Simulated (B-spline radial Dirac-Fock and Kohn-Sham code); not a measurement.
Vanadium (Z = 23). The calculation used a Dirac–Hartree–Slater potential of the neutral atom, no hole, surface-current nucleus (a B-spline radial code).

A figure with this caption is to be made: «L3-subshell internal conversion coefficients against transition energy, at the marked points and joined by straight lines (also across edges).» What will it show?

E1 goes from 0.145 at 14.5 keV to 1.92 × 10⁻⁸ at 1370 keV; M1 goes from 0.0100 at 14.5 keV to 1.82 × 10⁻⁸ at 1370 keV; E2 goes from 55.4 at 14.5 keV to 3.52 × 10⁻⁸ at 1370 keV; M2 goes from 7.80 at 14.5 keV to 2.84 × 10⁻⁸ at 1370 keV.

The result:

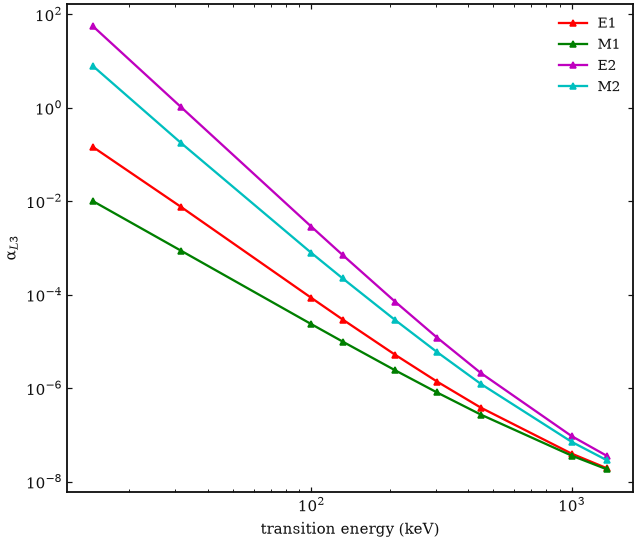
